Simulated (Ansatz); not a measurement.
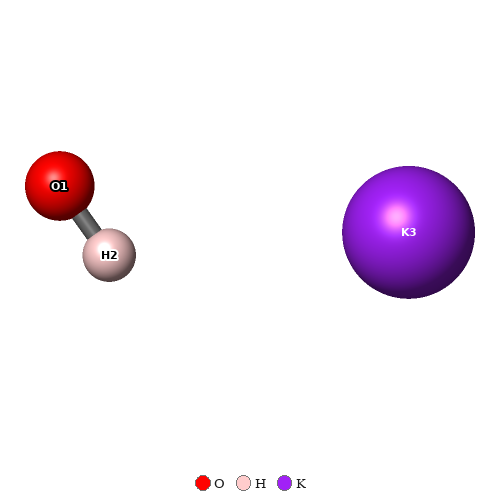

The system is O + HK, spin multiplicity 3; the picture shows the reference structure. First axis: distance O1–H2. Second axis: distance H2–K3. Nothing is relaxed (the angle O1–H2–K3 is fixed at 120 degrees). The scan uses a 17 × 17 grid. Energies: kJ/mol, counted from O far from the relaxed HK (each part in its own basis). Method: UKS PBE0-D4/def2-SVPD (Ansatz).

Its coordinates:

```xyz
3

O    -0.9580    0.0000    0.0000
H     0.0000    0.0000    0.0000
K     1.7360    3.0068    0.0000
```

Range: distance O1–H2 from 0.776 to 2.376 Å; distance H2–K3 from 1.872 to 3.472 Å.

Q: What will the energy surface look like?

A: The lowest grid point is at distance O1–H2 = 0.958 Å, distance H2–K3 = 3.472 Å, −291 kJ/mol from O far from the relaxed HK (each part in its own basis). It lies on the edge of the grid, but the force there points inwards, so the minimum lies inside the range. The highest grid point, distance O1–H2 = 2.376 Å, distance H2–K3 = 3.472 Å, lies 313 kJ/mol above the lowest.

| distance H2–K3 ↓, distance O1–H2 → | 0.820 | 0.958 | 1.129 | 1.322 | 1.533 | 1.759 | 1.997 | 2.247 |
| --- | --- | --- | --- | --- | --- | --- | --- | --- |
| 3.472 | −206 | −291 | −256 | −172 | −93 | −40 | −7 | 15 |
| 3.217 | −205 | −290 | −258 | −179 | −106 | −58 | −28 | −8 |
| 2.973 | −202 | −289 | −259 | −184 | −119 | −77 | −49 | −29 |
| 2.740 | −195 | −283 | −256 | −187 | −129 | −92 | −66 | −46 |
| 2.522 | −189 | −277 | −251 | −188 | −136 | −103 | −80 | −60 |
| 2.319 | −178 | −266 | −244 | −185 | −140 | −110 | −88 | −68 |
| 2.136 | −161 | −250 | −229 | −175 | −134 | −108 | −86 | −66 |
| 1.979 | −135 | −227 | −208 | −156 | −119 | −94 | −72 | −53 |
| 1.872 | −109 | −203 | −186 | −135 | −100 | −76 | −54 | −33 |

The table holds every second grid line.

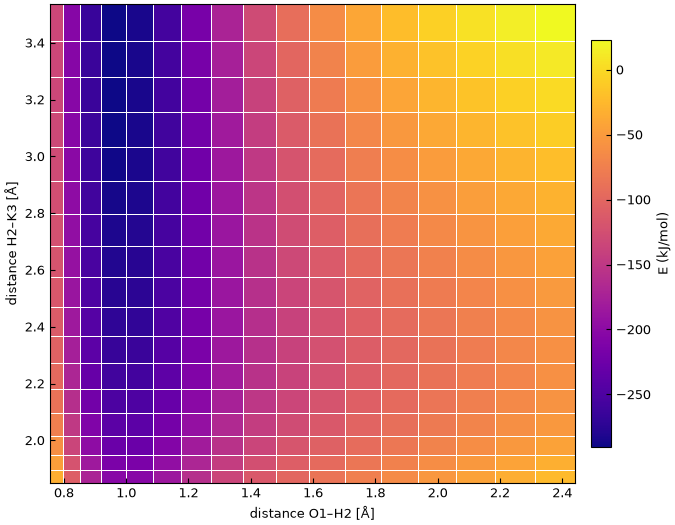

The picture shows one coloured cell a grid point.

The whole map (289 points run) took 34 min on 1 thread of Arm Neoverse V2, with other jobs on the host.
